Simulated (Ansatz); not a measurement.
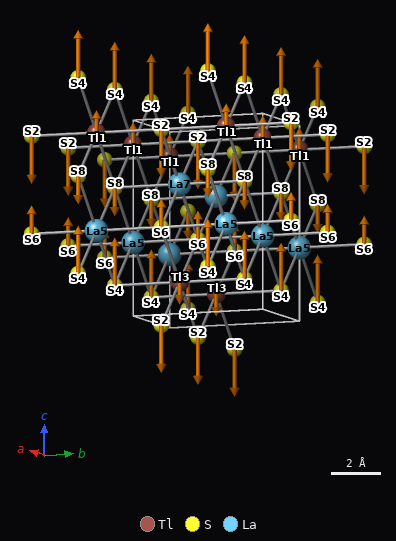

This is a relaxation of crystalline LaTlS2 (a generated structure, set up in Pmmn). The starting structure is drawn; orange arrows show the displacements (the part carried along by the change of the cell is left out), 5 times their true length.

Style: ball-and-stick. Shown: the cell of the calculation, repeated 2 × 1 × 1 with one cell outlined, from a free direction.

Method: DFT, PBEsol, plane waves, PAW in Ansatz.

Input file:
```yaml
crystal:
  lattice:
    - [4.0859656234, 0.0, 0.0]
    - [0.0, 5.778428, 0.0]
    - [0.0, 0.0, 8.1719312468]
  atoms:
    - { symbol: Tl, position: [0.0, 0.0, 0.875] }
    - { symbol: S, position: [0.0, 0.5, 0.875] }
    - { symbol: Tl, position: [0.5, 0.5, 0.125] }
    - { symbol: S, position: [0.5, 0.0, 0.125] }
    - { symbol: La, position: [0.0, 0.0, 0.375] }
    - { symbol: S, position: [0.0, 0.5, 0.375] }
    - { symbol: La, position: [0.5, 0.5, 0.625] }
    - { symbol: S, position: [0.5, 0.0, 0.625] }
kpoints:
  mp_grid: { grid: [6, 4, 4] }
hamiltonian:
  xc: pbesol
scf:
  occupations: { method: fermi_dirac, width: 0.03 }
relax:
  f_tol: 0.01
  cell: {}
  max_steps: 120
```

Launched with:
```bash
ansatz run input.yaml --threads 4 --pin off --max-ram 4608MiB --backend cpu --events-out ev --progress --plain --runs-dir out
```

**What did the optimiser do to the structure, and how much energy did it gain?**

The largest moves relative to the cell, 0.40 Å, are those of S2 and S4. S2 goes along −c. Largest moves by element: S 0.40 Å, Tl 0.19 Å, La 0.02 Å. The drawn cell changes as follows: a 4.086 → 4.212 Å (+3.1 %), b 5.778 → 5.920 Å (+2.5 %), c 8.172 → 8.953 Å (+9.6 %); the volume changes by +15.7 %. Near-neighbour distances that change, for instance: Tl1–S8 2.889 → 3.398 Å, S2–Tl3 2.889 → 3.231 Å, Tl1–S2 2.889 → 3.018 Å, S2–La7 2.889 → 2.782 Å. Among the angles between lasting bonds that change: S4–Tl3–S4 180.0° → 157.5°, Tl3–S4–Tl3 180.0° → 157.5°, S6–La5–S6 180.0° → 170.0°. The space group stays Pmmn (No. 59). After 7 accepted moves (8 points after the start) the energy has fallen by 176 meV per atom. The largest force component goes from 1.4 to 0.0039 eV/Å. The pressure goes from 5.86 to 0.01 GPa. The SCF was repeated once at an unchanged geometry on a basis and grid sized afresh for the cell, which shifted the energy by 0.6 meV per atom at most. Cost: 61 s on 4 threads of Arm Neoverse V1, with other jobs on the host, peak memory 0.79 GiB.
